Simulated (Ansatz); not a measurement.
Energy landscape of H₂F, doublet: collinear H-F-H surface. Scanned: H-F distance and F-H distance.

Method: full CI/cc-pVDZ, frozen core (Ansatz, a first-principles code).

Energy in eV above the lowest grid point; x is the H-F distance (Å), y the F-H distance (Å).

| y \ x | 0.78 | 0.83 | 0.92 | 0.97 | 1.10 | 1.16 | 1.28 | 1.37 | 1.53 | 1.73 | 1.95 | 2.16 | 2.67 |
|---|---|---|---|---|---|---|---|---|---|---|---|---|---|
| 2.67 | 0.864 | 0.312 | 0.000 | 0.066 | 0.643 | 1.010 | 1.793 | 2.368 | 3.278 | 4.151 | 4.778 | 5.119 | 5.395 |
| 2.28 | 0.909 | 0.356 | 0.041 | 0.105 | 0.679 | 1.043 | 1.823 | 2.395 | 3.299 | 4.165 | 4.777 | 5.086 | 5.235 |
| 1.93 | 1.062 | 0.506 | 0.183 | 0.243 | 0.802 | 1.159 | 1.921 | 2.478 | 3.349 | 4.142 | 4.597 | 4.720 | 4.734 |
| 1.75 | 1.236 | 0.676 | 0.346 | 0.400 | 0.940 | 1.286 | 2.021 | 2.551 | 3.349 | 3.976 | 4.210 | 4.238 | 4.222 |
| 1.49 | 1.725 | 1.154 | 0.798 | 0.832 | 1.302 | 1.602 | 2.207 | 2.594 | 3.026 | 3.170 | 3.145 | 3.106 | 3.067 |
| 1.39 | 2.036 | 1.456 | 1.078 | 1.097 | 1.504 | 1.761 | 2.239 | 2.496 | 2.689 | 2.670 | 2.590 | 2.536 | 2.491 |
| 1.30 | 2.401 | 1.809 | 1.401 | 1.396 | 1.707 | 1.897 | 2.194 | 2.296 | 2.282 | 2.155 | 2.039 | 1.974 | 1.924 |
| 1.18 | 3.051 | 2.429 | 1.948 | 1.886 | 1.967 | 2.006 | 1.975 | 1.874 | 1.650 | 1.425 | 1.273 | 1.196 | 1.138 |
| 1.07 | 3.842 | 3.175 | 2.570 | 2.410 | 2.133 | 1.991 | 1.669 | 1.433 | 1.088 | 0.803 | 0.628 | 0.541 | 0.476 |
| 1.01 | 4.365 | 3.659 | 2.953 | 2.714 | 2.202 | 1.968 | 1.526 | 1.240 | 0.850 | 0.541 | 0.355 | 0.263 | 0.195 |
| 0.91 | 5.409 | 4.618 | 3.686 | 3.294 | 2.427 | 2.081 | 1.499 | 1.156 | 0.713 | 0.376 | 0.175 | 0.077 | 0.003 |
| 0.85 | 6.195 | 5.343 | 4.268 | 3.796 | 2.774 | 2.384 | 1.747 | 1.381 | 0.915 | 0.565 | 0.357 | 0.256 | 0.179 |
| 0.78 | 7.418 | 6.501 | 5.292 | 4.753 | 3.606 | 3.180 | 2.496 | 2.109 | 1.624 | 1.262 | 1.048 | 0.943 | 0.864 |

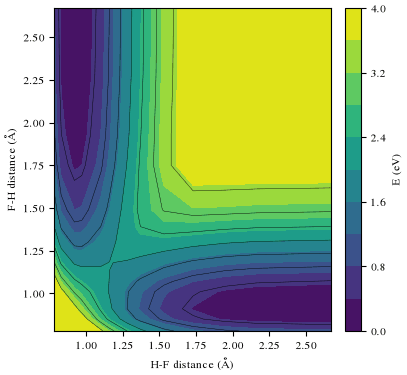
Energy surface, cut off at 4 eV.

Points that lie below all their neighbours on the grid: x = 0.92, y = 2.67 on the edge of the grid (0.000 eV); x = 2.67, y = 0.91 on the edge of the grid (0.003 eV). The lowest path on the grid from the first to the second passes x = 1.28, y = 1.18 at 1.975 eV.
